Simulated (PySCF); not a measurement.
## Electronic structure of C4H6F3N (SMILES [H]/N=C(\C)CC(F)(F)F) in real space

| atom | x (Å) | y (Å) | z (Å) |
| --- | --- | --- | --- |
| C | -1.4395 | -0.3036 | -0.6218 |
| C | -0.6495 | -0.0179 | 0.6196 |
| N | -1.0671 | 0.4924 | 1.6875 |
| C | 0.8195 | -0.3842 | 0.5843 |
| C | 1.5731 | 0.3568 | -0.5035 |
| F | 1.2947 | 1.6663 | -0.5339 |
| F | 1.3092 | -0.1125 | -1.7356 |
| F | 2.9008 | 0.2490 | -0.3434 |
| H | -2.5064 | -0.2119 | -0.4294 |
| H | -1.1678 | 0.4092 | -1.3999 |
| H | -1.2239 | -1.3017 | -0.9971 |
| H | -2.0555 | 0.7317 | 1.7030 |
| H | 1.2654 | -0.1202 | 1.5447 |
| H | 0.9462 | -1.4538 | 0.4032 |

Geometry: GFN2-xTB.

Theory: PySCF, PBE0/pcSseg-1, SCF density, gas phase, non-relativistic.

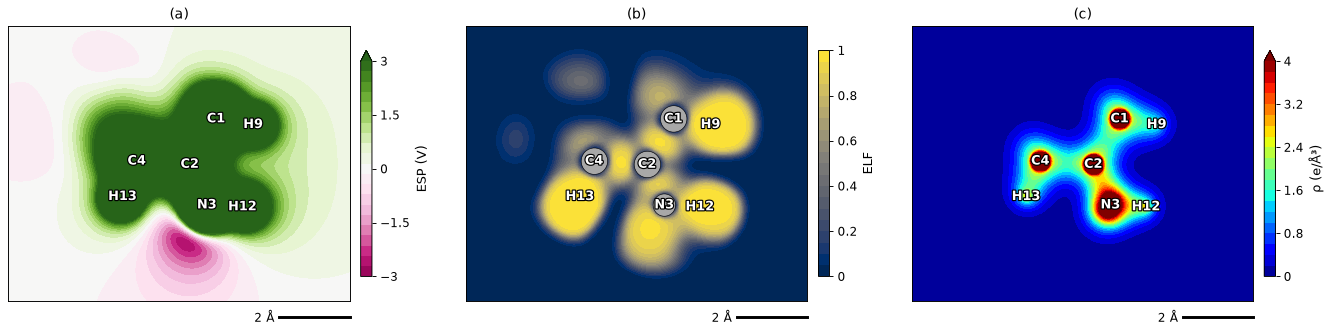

Figure 1. (a) electrostatic potential; (b) ELF; (c) total electron density on the plane of atoms C1, C2 and C4. Grey discs cover the atomic cores in the ELF map.

Question: Read the bonding off the picture.

Answer:
- The section cuts through C, N and H sites.
- C–N (1.26 Å): ρ is about 2.9 e/Å³ halfway; the ELF peaks at about 0.90 between the atoms: a multiple bond.
- C–C (1.50 Å): ρ at the midpoint is about 1.7 e/Å³; the ELF peaks at about 0.95 between the atoms, as expected for a covalent bond.
- N–H (1.02 Å): ρ at the midpoint is about 2.8 e/Å³; the ELF climbs to about 1 towards the hydrogen, as it does in any bond to H; a covalent bond by its length.
- C–H (1.09 Å): the density is about 2 e/Å³ at the midpoint; the ELF climbs to about 1 towards the hydrogen (a covalent bond by its length).
- The ELF also peaks beside N3, away from the bonds: lone-pair regions.
- Outside the dense part of the molecule the potential is most negative (−2.6 V) near N3.

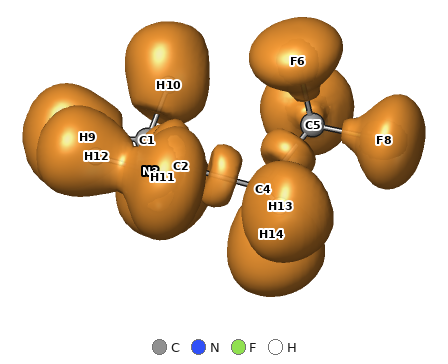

Figure 2. Isosurface of the electron localisation function at 0.75 (orange), seen at an oblique angle. Core shells and regions of very low density are left out.

Question: What do the ELF domains correspond to?

Answer: The ELF exceeds this value in three regions between bonded C–C atoms (shared pairs), five regions around hydrogen nuclei, three regions on F in which the atom's valence shell and bonds are merged and one joined region spread over several atoms (H, N), in which their bonds and any lone pairs are merged.


 C–F (1.34 Å): the ELF peaks at about 0.85 between the atoms (a shared but strongly polarised pair).

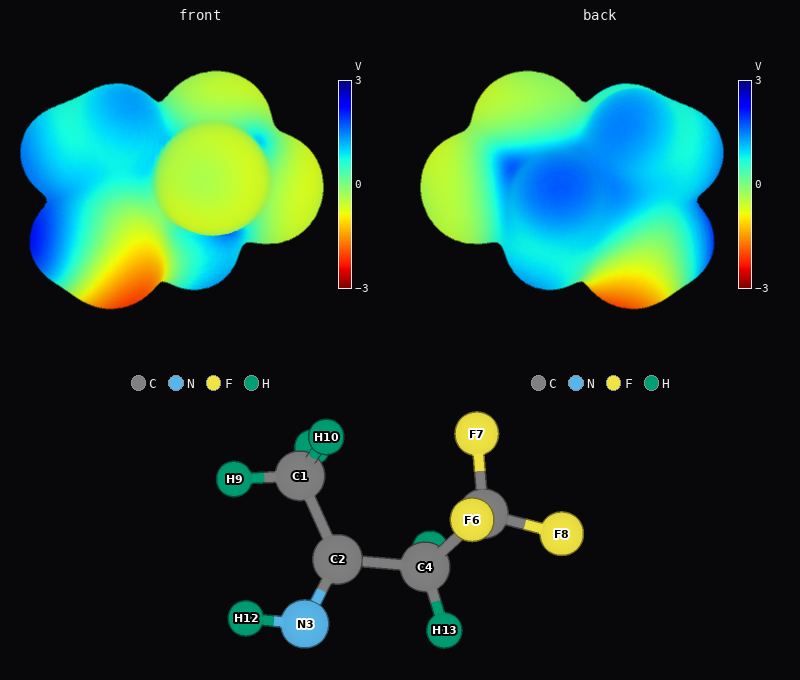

Figure 3. The electrostatic potential painted on the density surface at 0.004 e/bohr³, seen from the front and from behind; red is negative and blue positive. The bare structure is drawn below in the same view.

Question: Describe the electrostatic potential map.

Answer: The most negative region (about −2.0 V) lies over N3, the most positive (about +2.1 V) over H12. N3 is the likeliest acceptor of a hydrogen bond.
